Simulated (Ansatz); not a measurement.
# GaN (F-43m): the gap up the ladder of methods

Aim: the gap of GaN (F-43m) at several levels of theory on one structure, with the time that each takes.

Calculated with Ansatz 0.2.0; density functionals, hybrids and G0W0, plane waves, PAW.

**What was measured.**

- Gap 3.23 eV: absorption onset (direct gap at Gamma) of unexcited film, from imaginary part of dielectric function; spectroscopic ellipsometry (steady-state reference of time-resolved measurement); 300 K; film on 3C-SiC/Si(001) (“Femtosecond pump-probe absorption edge spectroscopy of cubic GaN”, 2022, arxiv:2206.02223).

Report form: the programs' logs are mostly left out.

In doubt: masses and optical values from hybrid runs of this build are listed as unsure (steps 7, 8), which bears on the screening that GW takes from such a start.

**1. Starting point**

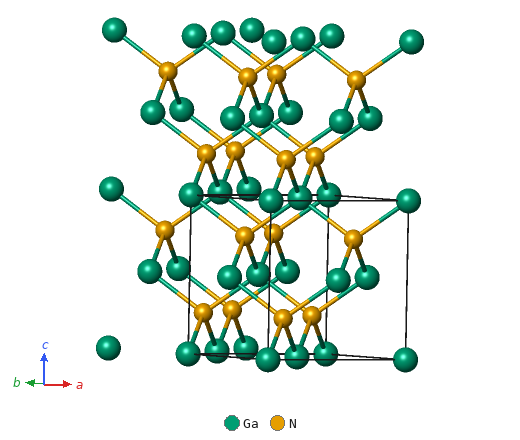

The cell as given, slightly off an axis (gallium teal, nitrogen orange). 1×2×2 cells are drawn. This picture shows the conventional cell, with its axes. Bonds to atoms that aren't drawn are left out. Some periodic images of atoms are drawn too.

The cell and positions are those that the Materials Project relaxed with its own functionals (PBE, PBE+U or r2SCAN), kept fixed. This is not the form that GaN usually takes at ambient conditions.

The logs state that the PAW files were generated under PBE.

**2. PBE on the 8×8×8 mesh**

Levels along a band path and on the mesh show where this functional puts the band edges.

This step: DFT, PBE, plane waves, PAW; PAW set soft_1.

Input file input.yaml:

```yaml
crystal:
  lattice:
    - [0.0, 2.2535006075, 2.2535006075]
    - [2.2535006075, 0.0, 2.2535006075]
    - [2.2535006075, 2.2535006075, 0.0]
  atoms:
    - { symbol: Ga, position: [0.0, 0.0, 0.0] }
    - { symbol: "N", position: [0.75, 0.75, 0.75] }
kpoints:
  mp_grid: { grid: [8, 8, 8] }
  band_path:
    path:
      - [[0.0, 0.0, 0.0], [-0.5, -0.5, 0.0], [-0.375, -0.375, 0.25]]
      - [[-0.375, 0.0, 0.375], [0.0, 0.0, 0.0], [0.0, 0.0, 0.5], [-0.5, -0.25, 0.25], [-0.5, -0.5, 0.0]]
    npoints: 10
hamiltonian:
  xc: pbe
  pseudopotentials: { kind: paw, azcp: { folder: soft_1 } }
scf:
  occupations: { method: fermi_dirac, width: 0.02 }
  n_extra_bands: 4
output:
  eigenvalues: true
  write_density: true
  write_potential: true
  elf: true
  volumetric_format: npy
```

Started as:

```sh
$ ansatz run input.yaml --threads 3 --pin off --max-ram 92160MiB --backend cuda --events-out ev --progress --plain --runs-dir out --devices 1 --max-vram 13GiB
```

Run time: 6.3 s. Hardware: 1 × NVIDIA H100 80GB HBM3 (shared by 6 runs) with 3 threads of AMD EPYC 7R13 (Zen 3), shared host; peak memory 0.88 GiB.

Numbers from this step:

```
filled bands         : 9
gap                  : 1.718 eV
valence top at       : Γ
conduction bottom at : Γ
least direct gap     : 1.718 eV
```

Over mesh and path the gap is 1.718 eV, direct, at k = Γ.

**3. PBE+SOC on the 8×8×8 mesh**

This run has two-component orbitals with spin-orbit coupling.

This step: DFT, PBE with spin-orbit coupling, plane waves, PAW; PAW set soft_1.

Input file input.yaml:

```yaml
crystal:
  lattice:
    - [0.0, 2.2535006075, 2.2535006075]
    - [2.2535006075, 0.0, 2.2535006075]
    - [2.2535006075, 2.2535006075, 0.0]
  atoms:
    - { symbol: Ga, position: [0.0, 0.0, 0.0] }
    - { symbol: "N", position: [0.75, 0.75, 0.75] }
kpoints:
  mp_grid: { grid: [8, 8, 8] }
  band_path:
    path:
      - [0.0, 0.0, 0.0]
      - [-0.5, -0.5, 0.0]
      - [-0.375, -0.375, 0.25]
      - [-0.375, 0.0, 0.375]
      - [0.0, 0.0, 0.5]
      - [-0.5, -0.25, 0.25]
    npoints: 1
hamiltonian:
  xc: pbe
  pseudopotentials: { kind: paw_fr, azcp: { folder: soft_1 } }
scf:
  occupations: { method: fixed }
  n_extra_bands: 8
magnetization:
  noncollinear: true
  spin_orbit: true
output:
  eigenvalues: true
```

Wall time 14 s (1 × NVIDIA H100 80GB HBM3 (shared by 6 runs) with 3 threads); peak memory 0.89 GiB; 19 s of CPU time.

Numbers from this step:

```yaml
gap: 1.715 eV
valence_top_at: Γ
conduction_bottom_at: Γ
least_direct_gap: 1.715 eV
```

Over mesh and listed points the gap is 1.715 eV, direct, at k = Γ. PBE+SOC against PBE: 1.715 − 1.718 = −0.003 eV, with the same mesh, set of files (read in its fully relativistic form for the spin-orbit run) and cutoff, and both edges at the same k points. The spin-orbit run sees mesh and listed points alone, so its gap is an upper bound: the coupling can move an edge off these points, the more so as this crystal has no centre of inversion, and the change over the zone, its sign included where it is small, is not known.

**4. HSE06 on the 6×6×6 mesh**

HSE06 mixes in a quarter of exact exchange at short range.

This step: DFT, HSE06, plane waves, PAW; PAW set soft_1.

input.yaml, the sections that differ from step 3:

```yaml
kpoints:
  mp_grid: { grid: [6, 6, 6] }
  band_path:
    path:
      - [0.0, 0.0, 0.0]
      - [-0.5, -0.5, 0.0]
      - [-0.375, -0.375, 0.25]
      - [-0.375, 0.0, 0.375]
      - [0.0, 0.0, 0.5]
      - [-0.5, -0.25, 0.25]
    npoints: 1
hamiltonian:
  xc: hse06
  pseudopotentials: { kind: paw, azcp: { folder: soft_1 } }
scf:
  occupations: { method: fixed }
  n_extra_bands: 4
# crystal, output: as in step 3
# magnetization: removed
```

Elapsed: 26 s, on 1 × NVIDIA H100 80GB HBM3 (shared by 6 runs) with 3 threads; peak memory 1.1 GiB.

Numbers from this step:

```
gap                     : 2.961 eV
valence top at          : Γ
conduction bottom at    : Γ
least direct gap        : 2.961 eV
exact-exchange fraction : 0.25
```

Over mesh and listed points the gap is 2.961 eV, direct, at k = Γ. HSE06 against PBE: 2.961 − 1.718 = +1.243 eV. The runs also differ in mesh (8×8×8 and 6×6×6), so how much of this comes from the functional alone is not known.

**5. HSE06+SOC on the 6×6×6 mesh**

This step: DFT, HSE06 with spin-orbit coupling, plane waves, PAW; PAW set soft_1.

input.yaml, as its differences from that of step 4:

```diff
@@ -21,6 +21,9 @@
   xc: hse06
-  pseudopotentials: { kind: paw, azcp: { folder: soft_1 } }
+  pseudopotentials: { kind: paw_fr, azcp: { folder: soft_1 } }
 scf:
   occupations: { method: fixed }
-  n_extra_bands: 4
+  n_extra_bands: 8
+magnetization:
+  noncollinear: true
+  spin_orbit: true
 output:
```

Elapsed: 38 s, on 1 × NVIDIA H100 80GB HBM3 (shared by 6 runs) with 3 threads; peak memory 1.5 GiB; 63 s of CPU time.

Numbers from this step:

```
gap                     : 2.954 eV
valence top at          : Γ
conduction bottom at    : Γ
least direct gap        : 2.954 eV
exact-exchange fraction : 0.25
```

Over mesh and listed points the gap is 2.954 eV, direct, at k = Γ. HSE06+SOC against HSE06: 2.954 − 2.961 = −0.007 eV, with the same mesh, set of files (read in its fully relativistic form for the spin-orbit run) and cutoff, and both edges at the same k points. The spin-orbit run sees mesh and listed points alone, so its gap is an upper bound: the coupling can move an edge off these points, the more so as this crystal has no centre of inversion, and the change over the zone, its sign included where it is small, is not known.

**6. G0W0@PBE, 10×10×10 mesh, 384 empty bands, screening to 380 eV, hard PAW files**

G0W0 replaces the xc potential by a self-energy built once from the orbitals of the start. Levels are corrected in the window of bands that the input names, at points of the mesh.

This step: G0W0 on PBE, plane waves, PAW.

Input file input.yaml:

```yaml
crystal:
  lattice:
    - [0.0, 2.2535006075, 2.2535006075]
    - [2.2535006075, 0.0, 2.2535006075]
    - [2.2535006075, 2.2535006075, 0.0]
  atoms:
    - { symbol: Ga, position: [0.0, 0.0, 0.0] }
    - { symbol: "N", position: [0.75, 0.75, 0.75] }
kpoints:
  mp_grid: { grid: [10, 10, 10] }
hamiltonian:
  xc: pbe
  pseudopotentials: { kind: paw, source: ansatz }
scf:
  occupations: { method: fixed }
gw:
  n_empty_bands: 384
  ecut_chi: 380
  qp_bands: [v2, c2]
  qp_kpoints: band_edges
  screening: { model: contour_deformation }
```

The job ended after 7.9 min (1 × NVIDIA H100 80GB HBM3 (shared by 6 runs) with 3 threads; peak memory 3.7 GiB).

This step gave:

| Item | Value |
| --- | --- |
| bands summed | 397 |
| RPA ε∞ on this mesh (eigenvalues) | 5.743, 5.743, 5.743 |
| plane waves in the screening matrix | 387 |
| G0W0 gap over the corrected points | 2.913 eV |
| k of the valence top | 0, 0, 0 |
| k of the conduction bottom | 0, 0, 0 |
| starting gap on the mesh | 1.734 eV |
| Z at the valence top | 0.7684 |
| Z at the conduction bottom | 0.8062 |
| least direct G0W0 gap over the corrected points | 2.913 eV |

Over 18 of 47 irreducible mesh points the G0W0 gap is 2.913 eV, direct, at k = Γ. The PBE gap of this run on the mesh is 1.734 eV. The two states that bound the G0W0 gap lie that far apart at the start, so the correction of the gap is 2.913 − 1.734 = +1.179 eV.

**7. G0W0@HSE06, 10×10×10 mesh, 205 empty bands, screening to 250 eV, hard PAW files**

This step: G0W0 on HSE06, plane waves, PAW.

input.yaml, as its differences from that of step 6:

```diff
@@ -11,3 +11,3 @@
 hamiltonian:
-  xc: pbe
+  xc: hse06
   pseudopotentials: { kind: paw, source: ansatz }
@@ -16,4 +16,4 @@
 gw:
-  n_empty_bands: 384
-  ecut_chi: 380
+  n_empty_bands: 205
+  ecut_chi: 250
   qp_bands: [v2, c2]
```

It took 8.6 min on 1 × NVIDIA H100 80GB HBM3 (shared by 6 runs) with 3 threads; peak memory 11 GiB.

Numbers from this step:

| Item | Value |
| --- | --- |
| bands summed | 218 |
| RPA ε∞ on this mesh (eigenvalues) | 4.480, 4.480, 4.480 |
| plane waves in the screening matrix | 181 |
| G0W0 gap over the corrected points | 3.485 eV |
| k of the valence top | 0, 0, 0 |
| k of the conduction bottom | 0, 0, 0 |
| starting gap on the mesh | 2.976 eV |
| Z at the valence top | 0.7998 |
| Z at the conduction bottom | 0.8332 |
| least direct G0W0 gap over the corrected points | 3.485 eV |

Over 18 of 47 irreducible mesh points the G0W0 gap is 3.485 eV, direct, at k = Γ. The HSE06 gap of this run on the mesh is 2.976 eV. The two states that bound the G0W0 gap lie that far apart at the start, so the correction of the gap is 3.485 − 2.976 = +0.509 eV. G0W0@HSE06 against G0W0@PBE with 218 bands (a further run, in the table below): 3.485 − 2.884 = +0.601 eV, with the same mesh, files and cutoffs, and both edges at the same k points.

**8. G0W0@PBE0, 10×10×10 mesh, 205 empty bands, screening to 250 eV, hard PAW files**

This step: G0W0 on PBE0, plane waves, PAW.

input.yaml, as its differences from that of step 7:

```diff
@@ -11,3 +11,3 @@
 hamiltonian:
-  xc: hse06
+  xc: pbe0
   pseudopotentials: { kind: paw, source: ansatz }
```

Run time: 7.7 min. Hardware: 1 × NVIDIA H100 80GB HBM3 (shared by 6 runs) with 3 threads; peak memory 11 GiB; 15 min of CPU time.

Numbers from this step:

| Quantity | Value |
| --- | --- |
| bands summed | 218 |
| RPA ε∞ on this mesh (eigenvalues) | 4.194, 4.194, 4.194 |
| plane waves in the screening matrix | 181 |
| G0W0 gap over the corrected points | 3.667 eV |
| k of the valence top | 0, 0, 0 |
| k of the conduction bottom | 0, 0, 0 |
| starting gap on the mesh | 3.647 eV |
| Z at the valence top | 0.8099 |
| Z at the conduction bottom | 0.8419 |
| least direct G0W0 gap over the corrected points | 3.667 eV |

Over 18 of 47 irreducible mesh points the G0W0 gap is 3.667 eV, direct, at k = Γ. The PBE0 gap of this run on the mesh is 3.647 eV. The two states that bound the G0W0 gap lie that far apart at the start, so the correction of the gap is 3.667 − 3.647 = +0.020 eV. G0W0@PBE0 against G0W0@HSE06 with 218 bands: 3.667 − 3.485 = +0.182 eV, with the same mesh, files and cutoffs, and both edges at the same k points.

**9. G0W0@LDA, 10×10×10 mesh, 205 empty bands, screening to 250 eV, hard PAW files**

This step: G0W0 on LDA, plane waves, PAW.

input.yaml, as its differences from that of step 8:

```diff
@@ -11,3 +11,3 @@
 hamiltonian:
-  xc: pbe0
+  xc: lda
   pseudopotentials: { kind: paw, source: ansatz }
```

Wall time 4.4 min (1 × NVIDIA H100 80GB HBM3 (shared by 6 runs) with 3 threads); peak memory 2 GiB; 8 min of CPU time.

Numbers from this step:

| Property | Result |
| --- | --- |
| bands summed | 218 |
| RPA ε∞ on this mesh (eigenvalues) | 5.854, 5.854, 5.854 |
| plane waves in the screening matrix | 181 |
| G0W0 gap over the corrected points | 2.927 eV |
| k of the valence top | 0, 0, 0 |
| k of the conduction bottom | 0, 0, 0 |
| starting gap on the mesh | 1.737 eV |
| Z at the valence top | 0.7682 |
| Z at the conduction bottom | 0.8043 |
| least direct G0W0 gap over the corrected points | 2.927 eV |

Over 18 of 47 irreducible mesh points the G0W0 gap is 2.927 eV, direct, at k = Γ. The LDA gap of this run on the mesh is 1.737 eV. The two states that bound the G0W0 gap lie that far apart at the start, so the correction of the gap is 2.927 − 1.737 = +1.190 eV. G0W0@LDA against G0W0@PBE0 with 218 bands: 2.927 − 3.667 = −0.740 eV, with the same mesh, files and cutoffs, and both edges at the same k points.

**10. All levels together**

Each gap is the least one over the points named; times are wall times on shared hosts, not benchmarks. A G0W0 time includes the run's own self-consistent start. Runs with listed points see these and the mesh alone, so an edge that moves elsewhere is missed. Rows marked * are further runs, not shown as steps, whose inputs differ from the G0W0 step on the same start in the columns given; solver thresholds can differ too.

```tsv
level	mesh	files, cutoff	bands summed, screening	points	gap (eV)	valence top	conduction bottom	least direct gap (eV)	time
PBE	8×8×8	soft_1 PAW, 420 eV	-	mesh and path	1.718	Γ	Γ	1.718	6.3 s
PBE+SOC	8×8×8	soft_1 PAW, 420 eV	-	mesh and listed points	1.715	Γ	Γ	1.715	14 s
HSE06	6×6×6	soft_1 PAW, 420 eV	-	mesh and listed points	2.961	Γ	Γ	2.961	26 s
HSE06+SOC	6×6×6	soft_1 PAW, 420 eV	-	mesh and listed points	2.954	Γ	Γ	2.954	38 s
G0W0@PBE*	10×10×10	hard PAW, 1020 eV	108, 150 eV	18 of 47 irreducible mesh points	2.849	Γ	Γ	2.849	95 s
G0W0@PBE*	10×10×10	hard PAW, 1020 eV	218, 250 eV	18 of 47 irreducible mesh points	2.884	Γ	Γ	2.884	3.2 min
G0W0@PBE	10×10×10	hard PAW, 1020 eV	397, 380 eV	18 of 47 irreducible mesh points	2.913	Γ	Γ	2.913	7.9 min
G0W0@PBE*	12×12×12	hard PAW, 1020 eV	108, 150 eV	23 of 72 irreducible mesh points	2.847	Γ	Γ	2.847	5.6 min
G0W0@HSE06	10×10×10	hard PAW, 1020 eV	218, 250 eV	18 of 47 irreducible mesh points	3.485	Γ	Γ	3.485	8.6 min
G0W0@PBE0	10×10×10	hard PAW, 1020 eV	218, 250 eV	18 of 47 irreducible mesh points	3.667	Γ	Γ	3.667	7.7 min
G0W0@LDA	10×10×10	hard PAW, 1020 eV	218, 250 eV	18 of 47 irreducible mesh points	2.927	Γ	Γ	2.927	4.4 min
```

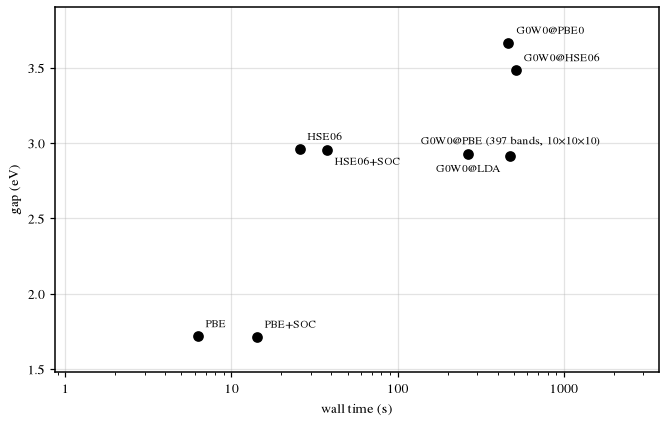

Gap against wall time for the runs shown as steps.

Computed less measured, in eV, for the reports listed at the start; nothing is added to the computed values:

```tsv
row	computed (eV)	3.23 eV (2022)
PBE, gap	1.718	−1.512
PBE+SOC, gap	1.715	−1.515
HSE06, gap	2.961	−0.269
HSE06+SOC, gap	2.954	−0.276
G0W0@PBE (397 bands, 10×10×10), gap	2.913	−0.317
G0W0@HSE06, gap	3.485	+0.255
G0W0@PBE0, gap	3.667	+0.437
G0W0@LDA, gap	2.927	−0.303
```

**11. Summary of results**

```json
{
 "PBE, over mesh and path": "1.718 eV",
 "PBE+SOC, over mesh and listed points": "1.715 eV",
 "HSE06, over mesh and listed points": "2.961 eV",
 "HSE06+SOC, over mesh and listed points": "2.954 eV",
 "G0W0@PBE (397 bands, 10×10×10), over 18 of 47 irreducible mesh points": "2.913 eV",
 "G0W0@HSE06, over 18 of 47 irreducible mesh points": "3.485 eV",
 "G0W0@PBE0, over 18 of 47 irreducible mesh points": "3.667 eV",
 "G0W0@LDA, over 18 of 47 irreducible mesh points": "2.927 eV",
 "known limits": "finite bands, screening cutoff and k mesh; no spin-orbit coupling in G0W0; d shells not analysed"
}
```

The rows run from 1.715 eV (PBE+SOC) to 3.667 eV (G0W0@PBE0). They differ in mesh, files, plane-wave cutoff, bands and screening cutoff of G0W0 and the points over which the gap was sought as well as in level, so only pairs that share these are like for like. PBE+SOC against PBE: 1.715 − 1.718 = −0.003 eV, with the same mesh, set of files (read in its fully relativistic form for the spin-orbit run) and cutoff, and both edges at the same k points. The spin-orbit run sees mesh and listed points alone, so its gap is an upper bound: the coupling can move an edge off these points, the more so as this crystal has no centre of inversion, and the change over the zone, its sign included where it is small, is not known. HSE06+SOC against HSE06: 2.954 − 2.961 = −0.007 eV, with the same mesh, set of files (read in its fully relativistic form for the spin-orbit run) and cutoff, and both edges at the same k points. The spin-orbit run sees mesh and listed points alone, so its gap is an upper bound: the coupling can move an edge off these points, the more so as this crystal has no centre of inversion, and the change over the zone, its sign included where it is small, is not known. G0W0@HSE06 against G0W0@PBE with 218 bands: 3.485 − 2.884 = +0.601 eV, with the same mesh, files and cutoffs, and both edges at the same k points. G0W0@PBE0 against G0W0@HSE06 with 218 bands: 3.667 − 3.485 = +0.182 eV, with the same mesh, files and cutoffs, and both edges at the same k points. G0W0@LDA against G0W0@PBE0 with 218 bands: 2.927 − 3.667 = −0.740 eV, with the same mesh, files and cutoffs, and both edges at the same k points. G0W0@PBE (397 bands, 10×10×10) moves the gap of its own start on the mesh by 2.913 − 1.734 = +1.179 eV, between the same two levels. Both edges that PBE shows over mesh and path lie at k points where levels were corrected. Levels at other points were not corrected, so a lower G0W0 gap elsewhere in the zone is not ruled out. G0W0@HSE06 moves the gap of its own start on the mesh by 3.485 − 2.976 = +0.509 eV, between the same two levels. Both edges that HSE06 shows over mesh and listed points lie at k points where levels were corrected. Levels at other points were not corrected, so a lower G0W0 gap elsewhere in the zone is not ruled out. G0W0@PBE0 moves the gap of its own start on the mesh by 3.667 − 3.647 = +0.020 eV, between the same two levels. No PBE0 run over points off the mesh is shown, so for G0W0@PBE0 the gap over the whole zone is not known. G0W0@LDA moves the gap of its own start on the mesh by 2.927 − 1.737 = +1.190 eV, between the same two levels. No LDA run over points off the mesh is shown, so for G0W0@LDA the gap over the whole zone is not known. What spin-orbit coupling does to the G0W0 levels was not computed, so no sum with the G0W0 gap is formed. Against experiment, G0W0@PBE (397 bands, 10×10×10) at 2.913 eV lies −0.317 eV from 3.23 eV (2022). The differences hold parts that these runs do not separate: finite bands, cutoffs and mesh, points of the zone that were not corrected, the start of G0W0, spin-orbit coupling missing from it, static nuclei, no electron-hole attraction, a cell that is not a measured one, and what each experiment reads as the gap. How much each gives is not known from the steps shown. For G0W0@PBE: from 108 bands and 150 eV to 397 bands and 380 eV the gap moves by 2.913 − 2.849 = +0.064 eV (rung by rung 2.849, 2.884, 2.913 eV); bands and screening cutoff rise together, so their parts are not told apart. A line in one over the bands through the two highest rungs gives 2.913 + (2.913 − 2.884) × 218 / (397 − 218) = 2.948 eV, and through the pair below 2.884 + (2.884 − 2.849) × 108 / (218 − 108) = 2.918 eV. From the gaps as printed the two differ by 0.030 eV, at the edge of the 0.030 eV asked, so no limit is taken and it is not known. The other G0W0 rows are shown at one basis each (218 bands), so their distance from the limit is not known here. With the 12×12×12 mesh in place of the 10×10×10 mesh and all else as in the G0W0@PBE row with 108 bands, the gap differs by 2.847 − 2.849 = −0.002 eV, and that of the start by 1.734 − 1.734 = +0.000 eV. The G0W0 runs are scalar-relativistic. One-shot GW is known to converge slowly in bands for compounds with shallow d shells. The cell holds Ga; the filling of the d shell and its place against the gap were not analysed here. G0W0 is shown with one set of atomic data (hard PAW), so the error from the files is not known here.

[Paths, hosts, dates, memory and timing lines, banners, echoed tables and standing remarks are left out of the program output.]

[Logs are printed without paths, hosts, clocks, repeated set-up lines and the standing remarks that a program may print on its own settings, such as how far it seeks lower states.]

[Runs of the session that timed out or met a known fault of the program may be left out.]

[Cells called generated may have been cut or substituted from an entry of the Crystallography Open Database or the Materials Project.]

[Hosts, paths, dates, database ids (printed as entryN), source tags and the programs' standing remarks are cut or masked in the printed files.]

[Where an RPA ε∞ is given, it is that of the G0W0 mesh and is not shown converged in it. Names of k-points follow the symmetry that the program found, which can be lower than the space group named. Band edges on a path are those of the sampled points; other points can move an edge, and change direct to indirect where valleys lie close.]

[Hybrid gaps are those of their k-mesh and are not shown converged in it.]
